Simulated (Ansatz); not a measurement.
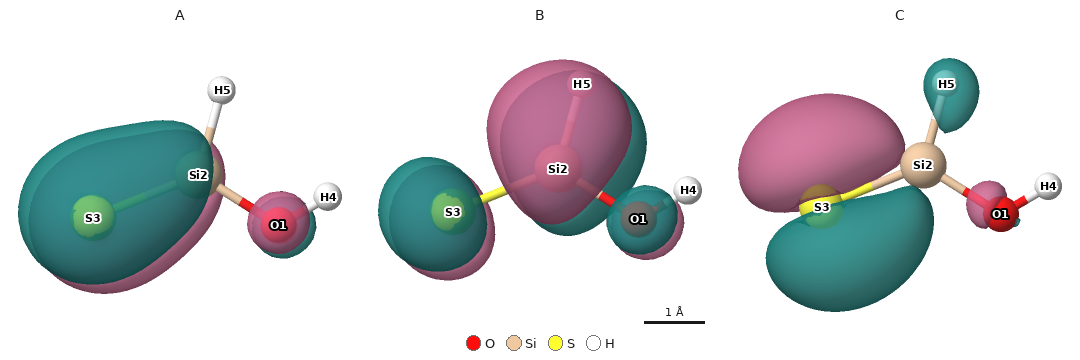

*H2OSSi. Three frontier orbitals at ±0.1 Å⁻³ᐟ² (teal and pink are the two phases), in no order.*

Geometry: PBE0-D4/def2-TZVP.

Theory: Ansatz 0.2.0, RKS PBE0-D4/def2-TZVPP.

```yaml
atoms:
  - { symbol: O, position_ang: [-0.4589, -0.0331, -1.1172] }
  - { symbol: Si, position_ang: [0.2522, 0.1668, 0.3284] }
  - { symbol: S, position_ang: [1.4845, 1.5734, 0.7956] }
  - { symbol: H, position_ang: [-1.0553, -0.7799, -1.2163] }
  - { symbol: H, position_ang: [-0.2225, -0.9271, 1.2095] }
```

Order the three orbitals by energy and name them.

A is the HOMO−1 (−7.71 eV). Its weight (Hirshfeld) is mainly on S3 (about 70 %) and Si2 (about 25 %); it changes sign across the molecular plane (π type); π-bonding across Si2–S3. C is the HOMO (−7.27 eV). It lies mainly on S3 (about 80 %) and Si2 (about 15 %); it is symmetric in the molecular plane (an in-plane orbital: σ, lone-pair or in-plane π type); largely a lone pair of S3. B is the LUMO (−1.60 eV). It lies mainly on Si2 (about 60 %), S3 (about 25 %), O1 (about 10 %) and H5 (about 5 %); it changes sign across the molecular plane (π type); π-antibonding (a node) across Si2–S3.

What is the HOMO–LUMO gap?

5.67 eV between the orbital energies.
